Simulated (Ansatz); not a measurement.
# C₂H₆GeTe: how energies converge with the basis set

Aim: see how fast density functionals converge with the basis set for C₂H₆GeTe.

Program: Ansatz 0.2.0, Gaussian basis. Level of theory: one geometry, several basis sets. These are calculated values, not measurements.

Plan: PBE0-D4/def2-SVP; ωB97M-V/def2-SVP; PBE0-D4/def2-QZVPP; ωB97M-V/def2-QZVPP; the functionals' def2-TZVPP values are taken from earlier runs.

### Step 1. The geometry

All runs share one geometry, relaxed beforehand with PBE0-D4 in a triple-zeta def2 set. Te takes the def2 core potential; no spin-orbit term is included.

SMILES `[GeH3][CH]1C[Te]1`, 10 atoms, charge 0, spin multiplicity 1.

Atoms are counted from 1 here; the program's logs count them from 0.

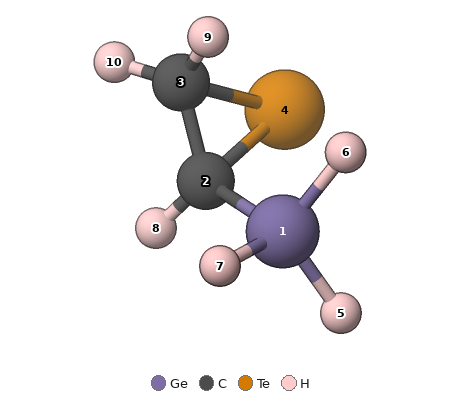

The geometry (germanium purple, carbon dark grey, tellurium orange, hydrogen pink); atoms are numbered from 1 in the order of the file.

### Step 2. PBE0-D4 in def2-SVP

The input, in.yaml:

```yaml
crystal:
  periodic: [false, false, false]
  atoms:
    - {symbol: Ge, position_ang: [-0.722296, 1.280957, 0.161605]}
    - {symbol: C, position_ang: [0.213338, -0.245064, -0.606001]}
    - {symbol: C, position_ang: [0.954970, -1.173004, 0.240910]}
    - {symbol: Te, position_ang: [-0.876431, -2.134824, -0.432868]}
    - {symbol: H, position_ang: [-1.959873, 1.615187, -0.680700]}
    - {symbol: H, position_ang: [-1.121214, 0.901531, 1.594505]}
    - {symbol: H, position_ang: [0.217523, 2.505570, 0.189143]}
    - {symbol: H, position_ang: [0.581219, -0.132674, -1.621021]}
    - {symbol: H, position_ang: [0.952437, -1.019225, 1.314003]}
    - {symbol: H, position_ang: [1.843427, -1.649453, -0.156575]}
basis:
  gaussian: {orbitals: def2-SVP}
hamiltonian: {xc: pbe0, dispersion: d4}
output: {orbitals: {seedname: orbitals}}
```

Launch:

```sh
$ ansatz run in.yaml --threads 4 --pin off --events-out ev --progress --plain --max-ram 10444MiB
```

The runs that follow: ωB97M-V in def2-SVP; PBE0-D4 in def2-QZVPP; ωB97M-V in def2-QZVPP.

Q: Predict the results of all the runs planned. Wanted: PBE0-D4: double and triple zeta above quadruple; ωB97M-V: double and triple zeta above quadruple.

The runs gave:

| quantity | value |
| --- | --- |
| PBE0-D4: double and triple zeta above quadruple | 11.25, 1.40 eV |
| ωB97M-V: double and triple zeta above quadruple | 11.37, 1.37 eV |

**Reading.** For PBE0-D4 the step from double to triple zeta gains 9.85 eV and the next only 1.40 eV. Total energies overstate the basis error of differences, where much of it tends to cancel.
